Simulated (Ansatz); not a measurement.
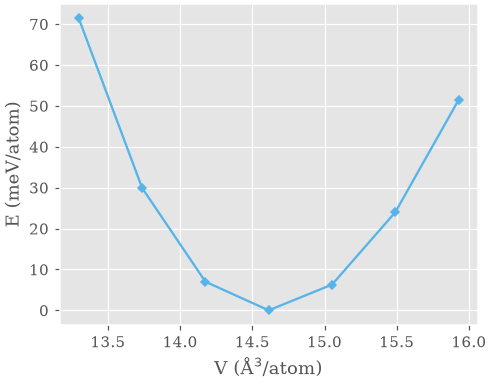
Figure. BaZrO$_{3}$ (cubic perovskite, Pm-3m) under volume change, the program Ansatz at the PBEsol level (PAW), scaled uniformly.

Task: What does a third-order Birch–Murnaghan fit give for V₀, B₀ and B′?

Result: V₀ = 14.61 Å³/atom, B₀ = 163 GPa, B′ = 4.4.

The cell was relaxed with PBEsol under the symmetry of its start. No spin polarisation was allowed. Spin–orbit coupling is left out wherever it is not named.

Potentials: the later of the program's two PAW sets.
